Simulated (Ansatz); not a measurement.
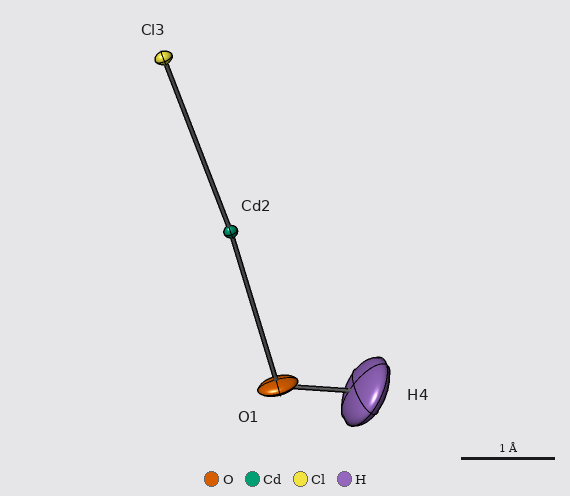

Displacement ellipsoids at the 50 % level, from the internal vibrations of the free molecule (harmonic, no overall translation or rotation; no half-axis is drawn under 0.075 Å). Vibrations computed with RKS PBE0-D4/def2-TZVP, core potentials on Cd (Ansatz 0.2.0). Temperature: 400 K.

Give the displacement parameters, one line for each set of equivalent atoms.

```json
{"atom": "O1", "U_eq (Å²)": "0.0128", "rms amplitudes (Å)": "0.046, 0.125, 0.144"}
{"atom": "Cd2", "U_eq (Å²)": "0.0012", "rms amplitudes (Å)": "0.013, 0.039, 0.042"}
{"atom": "Cl3", "U_eq (Å²)": "0.0030", "rms amplitudes (Å)": "0.042, 0.059, 0.063"}
{"atom": "H4", "U_eq (Å²)": "0.0609", "rms amplitudes (Å)": "0.103, 0.248, 0.332"}
```
